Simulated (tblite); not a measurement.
Relaxed scan of C$_{5}$H$_{5}$NO$_{2}$

C$_{5}$H$_{5}$NO$_{2}$, SMILES Nc1coccc1=O, computed with GFN2-xTB relaxed scan under a harmonic restraint, gas phase (tblite 0.8.0).

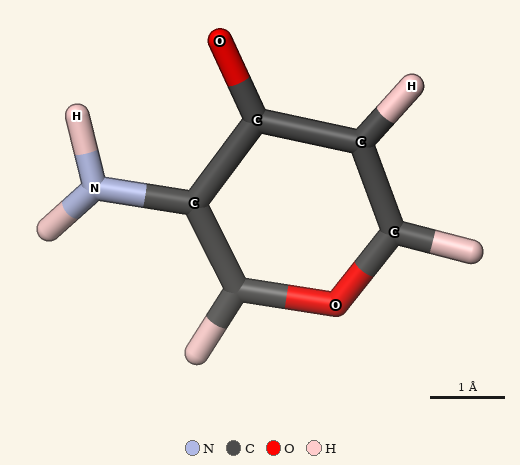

**Figure 1.** The input geometry (stick view, seen at a tilt).

Input file:
```
{"job": {"xc": "GFN2-xTB", "basis": "xTB", "coordinate": [["t", [2, 1, 0, 8], 0.25], ["t", [2, 1, 0, 9], 0.25], ["t", [6, 1, 0, 8], 0.25], ["t", [6, 1, 0, 9], 0.25]], "kind": "drive"}, "charge": 0, "multiplicity": 1}
N     -2.416824     0.886690     1.399803
C     -1.849915    -0.350401     1.302939
C     -1.142990    -0.958549     2.287388
O     -0.526670    -2.154422     2.137556
C     -0.624063    -2.765280     0.962553
C     -1.308842    -2.279226    -0.093456
C     -2.001589    -1.014716    -0.010108
O     -2.674096    -0.510810    -0.901130
H     -2.636211     1.265483     2.304013
H     -3.050195     1.092331     0.639316
H     -1.002084    -0.544589     3.274237
H     -0.093887    -3.707548     0.948673
H     -1.358671    -2.830713    -1.017249
```

The first line tells a small driver script what to run in tblite; the rest is the geometry in Å.

Machine: 1 CPU thread, shared host.

Launched with:
```bash
OMP_NUM_THREADS=1 python <driver script> task.json out
```

Log:
```
point  coordinate     E/eV
  0      9.700     -660.63685
  1     24.200     -660.54645
  2     39.000     -660.41641
  3     54.000     -660.27308
  4     69.400     -660.14709
  5     85.000     -660.07747
  6    100.800     -660.09342
  7    116.300     -660.18778
  8    131.500     -660.32508
  9    146.400     -660.46696
 10    161.100     -660.58555
 11    175.600     -660.65608
```

Summary:

| quantity | value |
| --- | --- |
| outcome | converged |
| wall time | 3.7 s |
| peak memory | 0.19 GiB |
